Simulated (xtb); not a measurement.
## Geometry relaxation, with input and output: SiPH₄Br (part 2 of 2)

The same run, continued: SiPH₄Br; GFN2-xTB (xtb 6.7.1 later snapshot). The geometry comes from this level: GFN2-xTB.

Geometry of the input (Å):
```
P  -0.6113  0.5348  -1.3335
Si 0.7440  -0.1133  0.3205
Br -0.3204  -0.8579  2.1249
H  -1.4157  -0.5909  -1.2904
H  -1.4735  1.2533  -0.5232
H  1.5207  1.0184  0.8075
H  1.5563  -1.2443  -0.1058
```

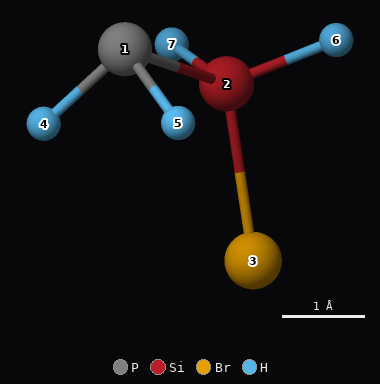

Figure 1. The starting structure (ball-and-stick view, seen at a tilt; atoms are numbered from 1 in the order of the input).

## Output, continued
```
 ---------------------------
P1-Si2=2.2344        P1-H4=1.3843         P1-H5=1.3843         Si2-P1=2.2344        Si2-Br3=2.2234       Si2-H6=1.4563
Si2-H7=1.4563        Br3-Si2=2.2234       H4-P1=1.3843         H5-P1=1.3843         H6-Si2=1.4563        H7-Si2=1.4563
 Si H  Rav=1.4563 sigma=0.0000  Rmin=1.4563  Rmax=1.4563     2
 P  H  Rav=1.3843 sigma=0.0000  Rmin=1.3843  Rmax=1.3843     2
 P  Si Rav=2.2344 sigma=0.0000  Rmin=2.2344  Rmax=2.2344     1
 Br Si Rav=2.2234 sigma=0.0000  Rmin=2.2234  Rmax=2.2234     1

 selected bond angles (degree)
 --------------------
H4-P1-Si2= 95.37               H5-P1-Si2= 95.45               H5-P1-H4= 92.41                Br3-Si2-P1=114.05
H6-Si2-P1=110.22               H6-Si2-Br3=104.13              H7-Si2-P1=110.30               H7-Si2-Br3=104.15
H7-Si2-H6=113.83

 selected dihedral angles (degree)
 ---------------------------------
Br3-Si2-P1-H4=312.47          Br3-Si2-P1-H5= 45.41          H6-Si2-P1-H4=195.78           H6-Si2-P1-H5=288.72
H7-Si2-P1-H4= 69.25           H7-Si2-P1-H5=162.19
           -------------------------------------------------
          |                Final Singlepoint                |
           -------------------------------------------------

          ...................................................
          :                      SETUP                      :
          :.................................................:
          :  # basis functions                  34          :
          :  # atomic orbitals                  31          :
          :  # shells                           13          :
          :  # electrons                        20          :
          :  max. iterations                   250          :
          :  Hamiltonian                  GFN2-xTB          :
          :  restarted?                      false          :
          :  GBSA solvation                  false          :
          :  PC potential                    false          :
          :  electronic temp.          300.0000000     K    :
          :  accuracy                    1.0000000          :
          :  -> integral cutoff          0.2500000E+02      :
          :  -> integral neglect         0.1000000E-07      :
          :  -> SCF convergence          0.1000000E-05 Eh   :
          :  -> wf. convergence          0.1000000E-03 e    :
          :  Broyden damping             0.4000000          :
          :  net charge                          0          :
          :  unpaired electrons                  0          :
          ...................................................

 iter      E             dE          RMSdq      gap      omega  full diag
   1    -10.4664034 -0.104664E+02  0.744E-06    4.60       0.0  T
   2    -10.4664034 -0.177636E-13  0.407E-06    4.60    9290.2  T
   3    -10.4664034 -0.106581E-13  0.414E-06    4.60    9122.4  T

   *** convergence criteria satisfied after 3 iterations ***

         #    Occupation            Energy/Eh            Energy/eV
      -------------------------------------------------------------
         1        2.0000           -0.8612930             -23.4370
       ...           ...                  ...                  ...
         4        2.0000           -0.4927674             -13.4089
         5        2.0000           -0.4757671             -12.9463
         6        2.0000           -0.4732259             -12.8771
         7        2.0000           -0.4581729             -12.4675
         8        2.0000           -0.4438751             -12.0785
         9        2.0000           -0.4368020             -11.8860
        10        2.0000           -0.4079220             -11.1001 (HOMO)
        11                         -0.2388243              -6.4987 (LUMO)
        12                         -0.2306849              -6.2773
        13                         -0.2156279              -5.8675
        14                         -0.1908091              -5.1922
        15                         -0.1743487              -4.7443
       ...                                ...                  ...
        31                          1.0954673              29.8092
      -------------------------------------------------------------
                  HL-Gap            0.1690977 Eh            4.6014 eV
             Fermi-level           -0.3233732 Eh           -8.7994 eV

 SCC (total)                   0 d,  0 h,  0 min,  0.003 sec
 SCC setup                      ...        0 min,  0.000 sec (  1.845%)
 Dispersion                     ...        0 min,  0.000 sec (  0.665%)
 classical contributions        ...        0 min,  0.000 sec (  0.236%)
 integral evaluation            ...        0 min,  0.001 sec ( 25.203%)
 iterations                     ...        0 min,  0.001 sec ( 25.912%)
 molecular gradient             ...        0 min,  0.001 sec ( 41.673%)
 printout                       ...        0 min,  0.000 sec (  3.992%)

         :::::::::::::::::::::::::::::::::::::::::::::::::::::
         ::                     SUMMARY                     ::
         :::::::::::::::::::::::::::::::::::::::::::::::::::::
         :: total energy             -10.412096708981 Eh    ::
         :: gradient norm              0.000115253679 Eh/a0 ::
         :: HOMO-LUMO gap              4.601383610999 eV    ::
         ::.................................................::
         :: SCC energy               -10.466401216476 Eh    ::
         :: -> isotropic ES            0.019339424952 Eh    ::
         :: -> anisotropic ES         -0.005515160325 Eh    ::
         :: -> anisotropic XC         -0.015587100131 Eh    ::
         :: -> dispersion             -0.005006636170 Eh    ::
         :: repulsion energy           0.054304507495 Eh    ::
         :: add. restraining           0.000000000000 Eh    ::
         :: total charge              -0.000000000000 e     ::
         :::::::::::::::::::::::::::::::::::::::::::::::::::::

           -------------------------------------------------
          |                Property Printout                |
           -------------------------------------------------

    * Orbital Energies and Occupations

         #    Occupation            Energy/Eh            Energy/eV
      -------------------------------------------------------------
         1        2.0000           -0.8612930             -23.4370
         2        2.0000           -0.7439587             -20.2441
         3        2.0000           -0.6515075             -17.7284
         4        2.0000           -0.4927674             -13.4089
         5        2.0000           -0.4757671             -12.9463
         6        2.0000           -0.4732259             -12.8771
         7        2.0000           -0.4581729             -12.4675
         8        2.0000           -0.4438751             -12.0785
         9        2.0000           -0.4368020             -11.8860
        10        2.0000           -0.4079220             -11.1001 (HOMO)
        11                         -0.2388243              -6.4987 (LUMO)
        12                         -0.2306849              -6.2773
        13                         -0.2156279              -5.8675
        14                         -0.1908091              -5.1922
        15                         -0.1743487              -4.7443
        16                         -0.0942049              -2.5634
        17                         -0.0860879              -2.3426
        18                         -0.0733908              -1.9971
        19                         -0.0484600              -1.3187
        20                          0.0259913               0.7073
        21                          0.0272516               0.7416
       ...                                ...                  ...
        31                          1.0954673              29.8092
      -------------------------------------------------------------
                  HL-Gap            0.1690977 Eh            4.6014 eV
             Fermi-level           -0.3233732 Eh           -8.7994 eV

     #   Z          covCN         q      C6AA      α(0)
     1  15          2.887    -0.266   172.745    23.617
     2  14          3.597     0.503    98.072    19.023
     3  35          0.831    -0.181   189.789    22.212
     4   1          0.977     0.044     2.386     2.414
     5   1          0.977     0.045     2.381     2.411
     6   1          0.920    -0.073     4.692     3.388
     7   1          0.920    -0.072     4.687     3.386

 Mol. C6AA /au·bohr⁶  :       1945.078123
 Mol. C8AA /au·bohr⁸  :      99814.324129
 Mol. α(0) /au        :         76.450887

Wiberg/Mayer (AO) data.
largest (>0.10) Wiberg bond orders for each atom

 ---------------------------------------------------------------------------
     #   Z sym  total        # sym  WBO       # sym  WBO       # sym  WBO
 ---------------------------------------------------------------------------
     1  15      3.051 --     4      0.975     5      0.975     2      0.943
     2  14      3.836 --     3      1.128     1      0.943     6      0.865
                             7      0.865
     3  35      1.249 --     2      1.128
     4   1      0.998 --     1      0.975
     5   1      0.998 --     1      0.975
     6   1      0.995 --     2      0.865
     7   1      0.995 --     2      0.865
 ---------------------------------------------------------------------------

Topologies differ in total number of bonds
Writing topology from bond orders to xtbtopo.mol

molecular dipole:
                 x           y           z       tot (Debye)
 q only:        0.459       0.003       0.002
   full:        0.887       0.526      -1.289       4.196
molecular quadrupole (traceless):
                xx          xy          yy          xz          yz          zz
 q only:        2.694      -0.122       1.049       0.343       2.335      -3.744
  q+dip:        7.651      -2.013       5.125       4.994       8.758     -12.777
   full:        8.117      -2.020       4.811       5.028       8.708     -12.928

           -------------------------------------------------
          |                Geometry Summary                 |
           -------------------------------------------------

      molecular mass/u    :      142.9945515
   center of mass at/Å    :       -0.1639988      -0.3827166       0.9536547
  moments of inertia/u·Å² :        0.4543587E+02   0.3429907E+03   0.3783995E+03
rotational constants/cm⁻¹ :        0.3710203E+00   0.4914895E-01   0.4454982E-01

 * 6 selected distances

     #   Z          #   Z                                           value/Å
     1  15          2  14                                         2.2344481 (max)
     2  14          3  35                                         2.2233697
     1  15          4   1                                         1.3842507 (min)
     1  15          5   1                                         1.3842578
     2  14          6   1                                         1.4563279
     2  14          7   1                                         1.4562786

 * 4 distinct bonds (by element types)

   Z      Z             #   av. dist./Å        max./Å        min./Å
   1 H   14 Si          2     1.4563032     1.4563279     1.4562786
   1 H   15 P           2     1.3842543     1.3842578     1.3842507
  14 Si  15 P           1     2.2344481     2.2344481     2.2344481
  14 Si  35 Br          1     2.2233697     2.2233697     2.2233697

optimized geometry written to: xtbopt.xyz

           -------------------------------------------------
          | TOTAL ENERGY              -10.412096708981 Eh   |
          | GRADIENT NORM               0.000115253679 Eh/α |
          | HOMO-LUMO GAP               4.601383610999 eV   |
           -------------------------------------------------

------------------------------------------------------------------------
------------------------------------------------------------------------
 total:
 *  cpu-time:     0 d,  0 h,  0 min,  0.022 sec
 * ratio c/w:     1.000 speedup
 SCF:
 *  cpu-time:     0 d,  0 h,  0 min,  0.006 sec
 * ratio c/w:     1.000 speedup
 ANC optimizer:
 *  cpu-time:     0 d,  0 h,  0 min,  0.007 sec
 * ratio c/w:     1.000 speedup
```

## File xtbopt.xyz
```
7
 energy: -10.412096708981 gnorm: 0.000115253679 xtb: 6.7.1
P           -0.61134000000000        0.53481000000000       -1.33348000000000
Si           0.74403000000000       -0.11330000000000        0.32051000000000
Br          -0.32040000000000       -0.85790000000000        2.12493000000000
H           -1.41569000000000       -0.59094000000000       -1.29038000000000
H           -1.47353000000000        1.25330000000000       -0.52319000000000
H            1.52065000000000        1.01835000000000        0.80746000000000
H            1.55629000000000       -1.24432000000000       -0.10584000000000
```

## Summary

| quantity | value |
| --- | --- |
| outcome | converged |
| electrons treated | 20 |
| total energy | −10.412097 hartree |
| dispersion energy | −0.005007 hartree |
| basis functions | 34 |
| HOMO | −11.10 eV |
| LUMO | −6.50 eV |
| dipole moment | 4.20 D |
| hardware | 1 thread of Arm Neoverse V1, 24 GiB of memory available, shared host |
| peak memory | 0.075 GiB |
